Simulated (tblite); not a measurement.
## Geometry relaxation, with input and output: CH$_{4}$ClSi (part 2 of 2)

The same run, continued: CH$_{4}$ClSi, multiplicity 2; GFN2-xTB geometry optimisation, gas phase (tblite 0.8.0). 

Geometry of the input (Å):
```
Si 0.9362  0.0937  0.5760
C  -0.6241  0.7233  -0.1324
Cl 1.7824  -1.6180  -0.3630
H  1.8661  1.0871  1.0075
H  -1.3651  -0.0417  -0.0513
H  -0.5097  0.9496  -1.1545
H  -0.9448  1.5754  0.3868
```

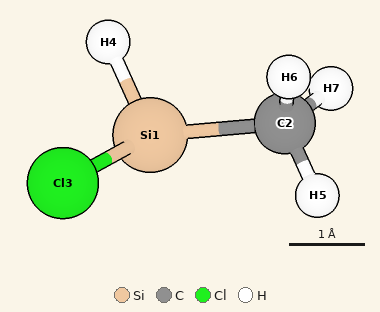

**Figure 1.** The geometry at step 34 of the log (ball-and-stick view, seen at a tilt; atoms are numbered from 1 in the order of the input).

Trajectory as extended XYZ, continued:
```
7
Properties=species:S:1:pos:R:3:forces:R:3 step=21 energy=-284.03403
Si    0.9358    0.0306    0.7265   -0.0100   0.0200   0.0070
C    -0.6348    0.6854   -0.1138   -0.0020   0.0080  -0.0080
Cl    1.7474   -1.4764   -0.3784   -0.0050  -0.0180  -0.0090
H     1.9570    1.0551    0.9116    0.0180   0.0130   0.0070
H    -1.4404   -0.0434   -0.0950   -0.0020   0.0050  -0.0070
H    -0.4352    0.9301   -1.1561    0.0060  -0.0120  -0.0120
H    -0.9888    1.5881    0.3743   -0.0060  -0.0160   0.0230
7
Properties=species:S:1:pos:R:3:forces:R:3 step=22 energy=-284.03410
Si    0.9362    0.0312    0.7276   -0.0130   0.0220  -0.0060
C    -0.6345    0.6857   -0.1139    0.0070   0.0050  -0.0020
Cl    1.7446   -1.4771   -0.3794   -0.0060  -0.0100  -0.0020
H     1.9574    1.0564    0.9118    0.0160   0.0070   0.0060
H    -1.4388   -0.0447   -0.0951   -0.0010   0.0110  -0.0100
H    -0.4339    0.9301   -1.1564    0.0010  -0.0120   0.0000
H    -0.9900    1.5879    0.3746   -0.0030  -0.0240   0.0140
7
Properties=species:S:1:pos:R:3:forces:R:3 step=23 energy=-284.03417
Si    0.9363    0.0322    0.7284   -0.0060   0.0170  -0.0150
C    -0.6343    0.6860   -0.1142    0.0110  -0.0010   0.0030
Cl    1.7423   -1.4777   -0.3801   -0.0090   0.0000   0.0070
H     1.9580    1.0575    0.9120    0.0120   0.0010   0.0040
H    -1.4376   -0.0457   -0.0955   -0.0020   0.0130  -0.0120
H    -0.4329    0.9298   -1.1568   -0.0030  -0.0070   0.0090
H    -0.9908    1.5873    0.3754   -0.0030  -0.0230   0.0040
7
Properties=species:S:1:pos:R:3:forces:R:3 step=24 energy=-284.03422
Si    0.9363    0.0334    0.7288    0.0080   0.0070  -0.0180
C    -0.6341    0.6861   -0.1144    0.0090  -0.0060   0.0050
Cl    1.7403   -1.4780   -0.3805   -0.0110   0.0080   0.0130
H     1.9588    1.0583    0.9122    0.0080  -0.0030   0.0020
H    -1.4368   -0.0461   -0.0962   -0.0040   0.0110  -0.0110
H    -0.4322    0.9294   -1.1570   -0.0050   0.0000   0.0100
H    -0.9913    1.5863    0.3763   -0.0050  -0.0160  -0.0020
7
Properties=species:S:1:pos:R:3:forces:R:3 step=25 energy=-284.03426
Si    0.9363    0.0346    0.7289    0.0180  -0.0010  -0.0130
C    -0.6338    0.6860   -0.1145    0.0040  -0.0080   0.0040
Cl    1.7383   -1.4780   -0.3806   -0.0100   0.0090   0.0150
H     1.9597    1.0588    0.9123    0.0050  -0.0050   0.0000
H    -1.4361   -0.0464   -0.0970   -0.0050   0.0050  -0.0090
H    -0.4317    0.9291   -1.1569   -0.0050   0.0060   0.0070
H    -0.9917    1.5852    0.3770   -0.0070  -0.0060  -0.0040
7
Properties=species:S:1:pos:R:3:forces:R:3 step=26 energy=-284.03429
Si    0.9366    0.0356    0.7288    0.0210  -0.0050  -0.0060
C    -0.6333    0.6858   -0.1144   -0.0030  -0.0080   0.0020
Cl    1.7364   -1.4778   -0.3804   -0.0050   0.0050   0.0120
H     1.9606    1.0592    0.9123    0.0050  -0.0040  -0.0010
H    -1.4356   -0.0465   -0.0979   -0.0060  -0.0030  -0.0070
H    -0.4312    0.9290   -1.1567   -0.0030   0.0110   0.0030
H    -0.9924    1.5842    0.3774   -0.0080   0.0030  -0.0030
7
Properties=species:S:1:pos:R:3:forces:R:3 step=27 energy=-284.03432
Si    0.9374    0.0363    0.7288    0.0130  -0.0030   0.0010
C    -0.6330    0.6855   -0.1142   -0.0080  -0.0040   0.0000
Cl    1.7346   -1.4777   -0.3802    0.0000  -0.0020   0.0070
H     1.9614    1.0595    0.9123    0.0060  -0.0020  -0.0020
H    -1.4353   -0.0467   -0.0987   -0.0040  -0.0080  -0.0040
H    -0.4308    0.9291   -1.1564   -0.0020   0.0130   0.0000
H    -0.9932    1.5833    0.3775   -0.0060   0.0070  -0.0020
7
Properties=species:S:1:pos:R:3:forces:R:3 step=28 energy=-284.03433
Si    0.9381    0.0366    0.7287    0.0020   0.0010   0.0040
C    -0.6328    0.6853   -0.1141   -0.0080  -0.0010  -0.0010
Cl    1.7335   -1.4777   -0.3799    0.0050  -0.0080   0.0030
H     1.9621    1.0597    0.9123    0.0080  -0.0010  -0.0030
H    -1.4352   -0.0470   -0.0992   -0.0010  -0.0100  -0.0030
H    -0.4307    0.9295   -1.1561   -0.0010   0.0120   0.0010
H    -0.9940    1.5829    0.3775   -0.0030   0.0050   0.0000
7
Properties=species:S:1:pos:R:3:forces:R:3 step=29 energy=-284.03435
Si    0.9387    0.0368    0.7287   -0.0090   0.0050   0.0040
C    -0.6329    0.6852   -0.1140   -0.0060   0.0030  -0.0010
Cl    1.7328   -1.4780   -0.3797    0.0070  -0.0100   0.0010
H     1.9626    1.0599    0.9123    0.0080  -0.0010  -0.0040
H    -1.4351   -0.0473   -0.0996    0.0020  -0.0090  -0.0020
H    -0.4306    0.9300   -1.1559   -0.0010   0.0100   0.0020
H    -0.9946    1.5827    0.3775   -0.0010   0.0020   0.0010
7
Properties=species:S:1:pos:R:3:forces:R:3 step=30 energy=-284.03437
Si    0.9393    0.0373    0.7287   -0.0170   0.0070   0.0020
C    -0.6331    0.6851   -0.1139   -0.0010   0.0060  -0.0010
Cl    1.7322   -1.4785   -0.3793    0.0070  -0.0100   0.0010
H     1.9636    1.0601    0.9122    0.0070  -0.0010  -0.0050
H    -1.4350   -0.0480   -0.1003    0.0060  -0.0060  -0.0020
H    -0.4305    0.9309   -1.1557   -0.0020   0.0070   0.0040
H    -0.9954    1.5825    0.3775    0.0000  -0.0030   0.0020
7
Properties=species:S:1:pos:R:3:forces:R:3 step=31 energy=-284.03439
Si    0.9398    0.0380    0.7286   -0.0210   0.0060   0.0000
C    -0.6334    0.6850   -0.1139    0.0040   0.0090  -0.0010
Cl    1.7314   -1.4793   -0.3786    0.0060  -0.0060   0.0030
H     1.9650    1.0602    0.9119    0.0030  -0.0030  -0.0080
H    -1.4347   -0.0490   -0.1012    0.0110  -0.0010  -0.0010
H    -0.4306    0.9323   -1.1553   -0.0020   0.0030   0.0030
H    -0.9964    1.5822    0.3777   -0.0010  -0.0070   0.0040
7
Properties=species:S:1:pos:R:3:forces:R:3 step=32 energy=-284.03441
Si    0.9400    0.0391    0.7285   -0.0160   0.0010  -0.0020
C    -0.6338    0.6850   -0.1139    0.0080   0.0090  -0.0010
Cl    1.7305   -1.4802   -0.3777    0.0040   0.0000   0.0060
H     1.9667    1.0602    0.9114   -0.0020  -0.0060  -0.0100
H    -1.4342   -0.0502   -0.1024    0.0140   0.0040   0.0000
H    -0.4306    0.9339   -1.1548   -0.0020   0.0010   0.0000
H    -0.9975    1.5816    0.3780   -0.0050  -0.0090   0.0060
7
Properties=species:S:1:pos:R:3:forces:R:3 step=33 energy=-284.03444
Si    0.9398    0.0402    0.7284   -0.0050  -0.0050  -0.0020
C    -0.6341    0.6851   -0.1140    0.0090   0.0080  -0.0020
Cl    1.7298   -1.4810   -0.3767    0.0010   0.0050   0.0100
H     1.9682    1.0600    0.9107   -0.0070  -0.0080  -0.0110
H    -1.4334   -0.0513   -0.1035    0.0140   0.0070   0.0010
H    -0.4307    0.9354   -1.1544   -0.0020   0.0000  -0.0050
H    -0.9985    1.5810    0.3786   -0.0090  -0.0070   0.0090
7
Properties=species:S:1:pos:R:3:forces:R:3 step=34 energy=-284.03447
Si    0.9395    0.0414    0.7283    0.0090  -0.0120   0.0000
C    -0.6343    0.6854   -0.1141    0.0070   0.0050  -0.0020
Cl    1.7289   -1.4819   -0.3752   -0.0020   0.0090   0.0120
H     1.9699    1.0597    0.9096   -0.0120  -0.0090  -0.0120
H    -1.4322   -0.0525   -0.1049    0.0110   0.0090   0.0010
H    -0.4308    0.9373   -1.1539   -0.0010   0.0010  -0.0100
H    -1.0000    1.5801    0.3794   -0.0130  -0.0030   0.0110
7
Properties=species:S:1:pos:R:3:forces:R:3 step=35 energy=-284.03452
Si    0.9391    0.0432    0.7283    0.0250  -0.0190   0.0030
C    -0.6343    0.6861   -0.1143    0.0040   0.0010  -0.0030
Cl    1.7273   -1.4832   -0.3727   -0.0050   0.0110   0.0140
H     1.9725    1.0589    0.9075   -0.0160  -0.0080  -0.0120
H    -1.4299   -0.0543   -0.1071    0.0060   0.0080   0.0010
H    -0.4310    0.9404   -1.1534    0.0010   0.0040  -0.0140
H    -1.0027    1.5784    0.3809   -0.0160   0.0020   0.0120
7
Properties=species:S:1:pos:R:3:forces:R:3 step=36 energy=-284.03460
Si    0.9391    0.0455    0.7283    0.0350  -0.0210   0.0050
C    -0.6342    0.6872   -0.1146   -0.0010  -0.0030  -0.0030
Cl    1.7246   -1.4853   -0.3686   -0.0060   0.0090   0.0130
H     1.9764    1.0577    0.9039   -0.0180  -0.0040  -0.0110
H    -1.4260   -0.0571   -0.1105   -0.0010   0.0070  -0.0010
H    -0.4312    0.9455   -1.1527    0.0040   0.0060  -0.0150
H    -1.0077    1.5758    0.3834   -0.0130   0.0060   0.0120
7
Properties=species:S:1:pos:R:3:forces:R:3 step=37 energy=-284.03468
Si    0.9397    0.0475    0.7284    0.0290  -0.0160   0.0050
C    -0.6339    0.6886   -0.1148   -0.0040  -0.0060  -0.0010
Cl    1.7217   -1.4876   -0.3640   -0.0040   0.0030   0.0080
H     1.9802    1.0566    0.8999   -0.0160   0.0040  -0.0100
H    -1.4217   -0.0599   -0.1142   -0.0070   0.0040  -0.0040
H    -0.4314    0.9512   -1.1521    0.0070   0.0070  -0.0070
H    -1.0135    1.5730    0.3861   -0.0050   0.0040   0.0090
7
Properties=species:S:1:pos:R:3:forces:R:3 step=38 energy=-284.03472
Si    0.9405    0.0480    0.7286    0.0100  -0.0070   0.0030
C    -0.6337    0.6892   -0.1149   -0.0020  -0.0050   0.0010
Cl    1.7202   -1.4888   -0.3617   -0.0010  -0.0040   0.0030
H     1.9817    1.0562    0.8977   -0.0110   0.0090  -0.0080
H    -1.4198   -0.0610   -0.1160   -0.0080   0.0010  -0.0060
H    -0.4314    0.9542   -1.1519    0.0080   0.0050   0.0020
H    -1.0166    1.5717    0.3874    0.0040   0.0000   0.0060
7
Properties=species:S:1:pos:R:3:forces:R:3 step=39 energy=-284.03473
Si    0.9410    0.0478    0.7287   -0.0030  -0.0010   0.0000
C    -0.6336    0.6892   -0.1149    0.0000  -0.0030   0.0020
Cl    1.7199   -1.4891   -0.3612    0.0010  -0.0080   0.0000
H     1.9817    1.0563    0.8971   -0.0080   0.0110  -0.0080
H    -1.4196   -0.0611   -0.1164   -0.0060   0.0000  -0.0070
H    -0.4312    0.9548   -1.1518    0.0070   0.0040   0.0070
H    -1.0173    1.5714    0.3877    0.0080  -0.0030   0.0040
7
Properties=species:S:1:pos:R:3:forces:R:3 step=40 energy=-284.03475
Si    0.9415    0.0475    0.7288   -0.0150   0.0030  -0.0020
C    -0.6335    0.6892   -0.1148    0.0030  -0.0020   0.0030
Cl    1.7198   -1.4895   -0.3609    0.0030  -0.0100  -0.0010
H     1.9814    1.0568    0.8965   -0.0050   0.0120  -0.0070
H    -1.4197   -0.0610   -0.1168   -0.0030   0.0010  -0.0070
H    -0.4308    0.9554   -1.1517    0.0060   0.0020   0.0110
H    -1.0176    1.5712    0.3881    0.0110  -0.0060   0.0030
7
Properties=species:S:1:pos:R:3:forces:R:3 step=41 energy=-284.03479
Si    0.9422    0.0471    0.7289   -0.0300   0.0100  -0.0060
C    -0.6334    0.6890   -0.1146    0.0060   0.0020   0.0040
Cl    1.7194   -1.4909   -0.3596    0.0050  -0.0120  -0.0030
H     1.9808    1.0578    0.8945    0.0000   0.0130  -0.0060
H    -1.4196   -0.0612   -0.1183    0.0010   0.0010  -0.0070
H    -0.4300    0.9572   -1.1510    0.0040  -0.0010   0.0170
H    -1.0184    1.5704    0.3893    0.0150  -0.0120   0.0010
7
Properties=species:S:1:pos:R:3:forces:R:3 step=42 energy=-284.03488
Si    0.9433    0.0470    0.7291   -0.0480   0.0170  -0.0100
C    -0.6332    0.6890   -0.1142    0.0090   0.0060   0.0060
Cl    1.7179   -1.4944   -0.3557    0.0060  -0.0130  -0.0050
H     1.9804    1.0600    0.8891    0.0050   0.0120  -0.0040
H    -1.4186   -0.0623   -0.1226    0.0080   0.0030  -0.0070
H    -0.4280    0.9625   -1.1492    0.0010  -0.0050   0.0240
H    -1.0207    1.5678    0.3928    0.0190  -0.0190  -0.0030
7
Properties=species:S:1:pos:R:3:forces:R:3 step=43 energy=-284.03503
Si    0.9445    0.0480    0.7292   -0.0550   0.0200  -0.0130
C    -0.6328    0.6891   -0.1136    0.0090   0.0100   0.0050
Cl    1.7143   -1.5014   -0.3475    0.0070  -0.0110  -0.0050
H     1.9808    1.0636    0.8782    0.0080   0.0080  -0.0020
H    -1.4154   -0.0652   -0.1317    0.0150   0.0060  -0.0060
H    -0.4246    0.9733   -1.1454   -0.0040  -0.0100   0.0300
H    -1.0257    1.5620    0.3999    0.0210  -0.0240  -0.0080
7
Properties=species:S:1:pos:R:3:forces:R:3 step=44 energy=-284.03517
Si    0.9451    0.0501    0.7291   -0.0400   0.0150  -0.0110
C    -0.6325    0.6896   -0.1130    0.0040   0.0100   0.0030
Cl    1.7098   -1.5093   -0.3376    0.0040  -0.0050  -0.0030
H     1.9821    1.0671    0.8656    0.0080   0.0020   0.0000
H    -1.4107   -0.0689   -0.1424    0.0170   0.0080  -0.0050
H    -0.4212    0.9860   -1.1406   -0.0070  -0.0100   0.0260
H    -1.0316    1.5549    0.4082    0.0150  -0.0200  -0.0100
7
Properties=species:S:1:pos:R:3:forces:R:3 step=45 energy=-284.03525
Si    0.9447    0.0521    0.7288   -0.0120   0.0040  -0.0040
C    -0.6324    0.6901   -0.1129    0.0000   0.0050   0.0020
Cl    1.7069   -1.5135   -0.3315    0.0010   0.0000   0.0000
H     1.9838    1.0683    0.8585    0.0040  -0.0010   0.0000
H    -1.4071   -0.0713   -0.1487    0.0080   0.0040  -0.0030
H    -0.4198    0.9933   -1.1377   -0.0050  -0.0050   0.0100
H    -1.0351    1.5504    0.4127    0.0040  -0.0070  -0.0050
7
Properties=species:S:1:pos:R:3:forces:R:3 step=46 energy=-284.03527
Si    0.9445    0.0535    0.7288    0.0010  -0.0010   0.0000
C    -0.6323    0.6905   -0.1129   -0.0020   0.0010   0.0010
Cl    1.7053   -1.5144   -0.3297    0.0000   0.0010   0.0000
H     1.9857    1.0680    0.8568    0.0000  -0.0010   0.0000
H    -1.4052   -0.0726   -0.1506    0.0030   0.0020  -0.0020
H    -0.4199    0.9955   -1.1369   -0.0020  -0.0020   0.0010
H    -1.0371    1.5489    0.4137    0.0000   0.0000  -0.0010
```

Summary:

| quantity | value |
| --- | --- |
| outcome | converged |
| total energy | −284.0353 eV |
| hardware | 1 CPU thread, shared host |
| wall time | 0.85 s |
| peak memory | 0.18 GiB |
